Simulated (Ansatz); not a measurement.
**H6N2Si···HCl: density, localisation and related maps**

The calculation's input:

```
crystal:
  periodic: [false, false, false]
  atoms:
    - { symbol: Si, position_ang: [-0.450585, 0.179149, -0.536587] }
    - { symbol: Cl, position_ang: [0.706953, 1.31564, 2.381775] }
    - { symbol: "N", position_ang: [0.960397, -0.662046, -0.05595] }
    - { symbol: H, position_ang: [1.534341, -1.135063, -0.748491] }
    - { symbol: H, position_ang: [1.464379, -0.361673, 0.787407] }
    - { symbol: H, position_ang: [-0.532338, 1.682017, -0.519709] }
    - { symbol: H, position_ang: [-0.67646, -0.281128, -1.962408] }
    - { symbol: "N", position_ang: [-1.738465, -0.287086, 0.616134] }
    - { symbol: H, position_ang: [-1.921175, -1.290008, 0.735383] }
    - { symbol: H, position_ang: [-2.613143, 0.251195, 0.598581] }
    - { symbol: H, position_ang: [-0.412904, 0.589003, 2.193866] }
basis:
  gaussian: { orbitals: def2-SVP }
hamiltonian:
  xc: lda
relax:
  f_tol: 0.03
  max_steps: 50
output:
  orbitals: {}
```

Command:

```sh
ansatz run input.yaml --threads 2 --pin off --max-ram 3072MiB --backend cpu --events-out ev --progress --plain --runs-dir out
```

The fields are those of the run's last geometry, not of the input's.

Computed with Ansatz, RKS LDA/def2-SVP.

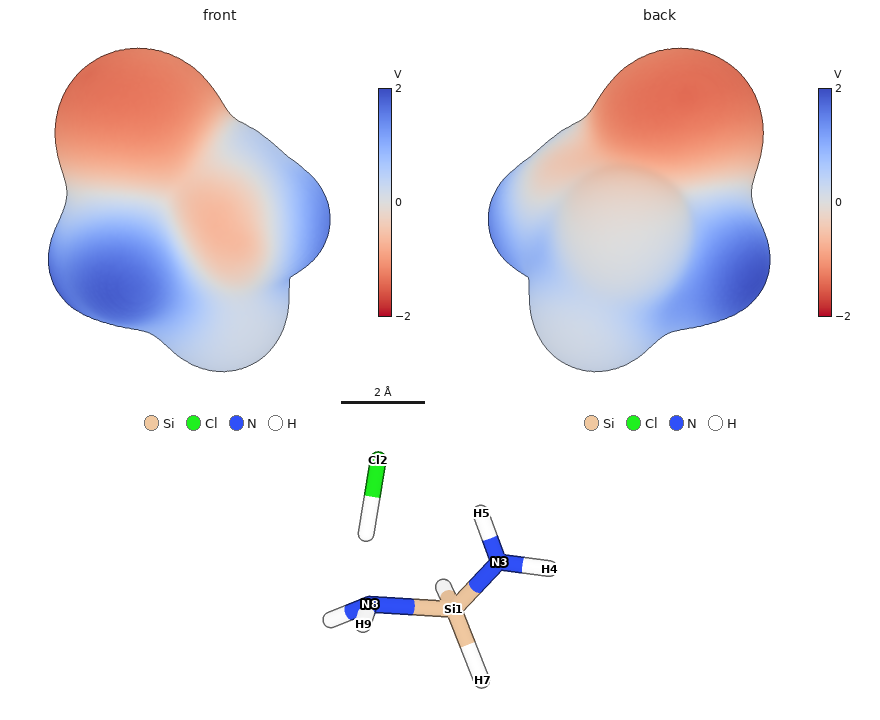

Figure 1. The electrostatic potential painted on the density surface at 0.001 e/bohr³, seen from the front and from behind; the colour scale runs from red (negative) to blue (positive). The bare structure is drawn below in the same view.

Question: Describe the electrostatic potential map.

Answer: The most negative region (about −1.4 V) lies over Cl2, the most positive (about +1.9 V) over H9 and H10.

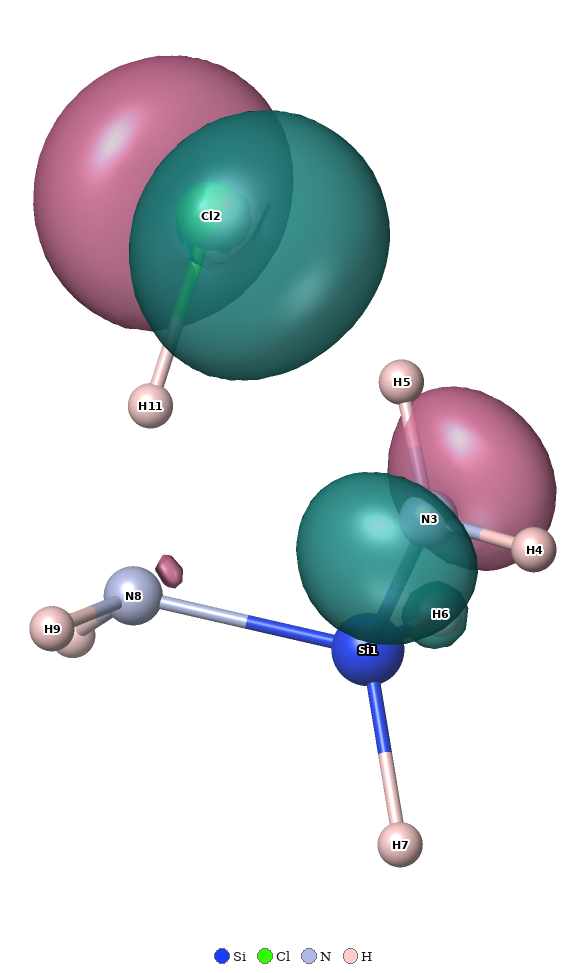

Figure 2. The HOMO−1 at ±0.15 Å⁻³ᐟ² (teal and pink are the two phases), seen at a tilt.

Question: What is the character of this orbital?

Answer: Its weight (Hirshfeld) is mainly on Cl2 (about 70 %) and N3 (about 20 %); largely a lone pair of Cl2. Its energy is −6.05 eV.

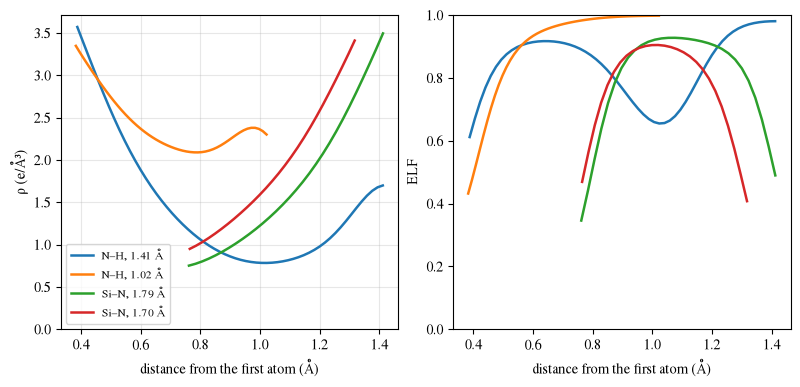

Figure 3. Total electron density and ELF along straight lines between neighbouring atoms. The curves leave out the atomic cores.

Question: What can be read from the curves?

Answer: N8···H11 (1.41 Å): the density falls to about 0.78 e/Å³ on the way; the ELF climbs to about 0.95 towards the hydrogen, as it does in any bond to H.
N–H (1.02 Å): ρ at the midpoint is about 2.7 e/Å³; the ELF climbs to about 1 towards the hydrogen: a covalent bond by its length.
Si–N (1.79 Å): the density is about 0.96 e/Å³ at the midpoint; the ELF peaks at about 0.95 between the atoms: a shared but strongly polarised pair.
Si–N (1.70 Å): the density is about 1.1 e/Å³ at the midpoint; the ELF peaks at about 0.90 between the atoms: a polar covalent bond.
